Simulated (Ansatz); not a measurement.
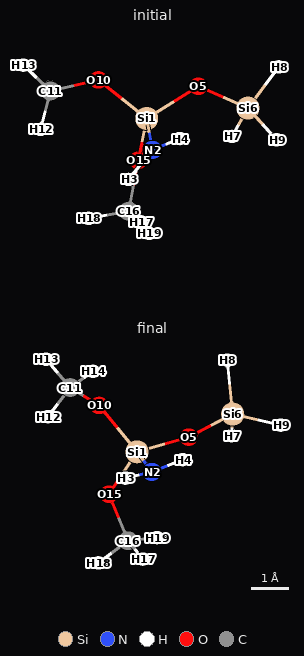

The structure of C2H11NO3Si2 before (top) and after (bottom) a relaxation, at one scale.

Style: ball-and-stick. Shown face on.

The run prepares the start of a later molecular dynamics calculation, from a guessed geometry.

Level of theory: RHF/6-31G* in Ansatz. Settings: no spin polarisation; force threshold 0.02 eV/Å; at most 40 steps.

Question: Summarise the run.

Answer: After 34 accepted moves (37 points after the start) the energy has fallen by 1.075 eV. The largest force component goes from 2.6 to 0.0082 eV/Å. The line search rejected the trial steps at points 16, 29, 30 of the run. The forces were under the threshold at step 27, but the run went on from there. The atom that moves furthest after the best rigid fit is H8 (1.50 Å). By element the largest moves are H 1.50 Å, O 1.18 Å, C 0.74 Å, Si 0.69 Å, N 0.37 Å. Near-neighbour distances that change, for instance: Si1–N2 1.820 → 1.702 Å, N2–H3 1.060 → 0.998 Å, O5–Si6 1.680 → 1.624 Å, Si1–O10 1.679 → 1.625 Å. Bond angles that change, for instance: Si1–O5–Si6 125.0° → 167.0°, H3–N2–H4 120.0° → 111.4°, O10–Si1–O15 109.5° → 105.3°. Groups turn about Si1–O15 by about 70°, O15–C16 by about 70°, Si1–O10 by about 65°. Cost: 48 s on 4 threads of AMD EPYC 9R45 96-Core Processor (Zen 5), with other jobs on the host, peak memory 0.49 GiB.

Limits of the set-up: Hartree-Fock leaves out electron correlation.
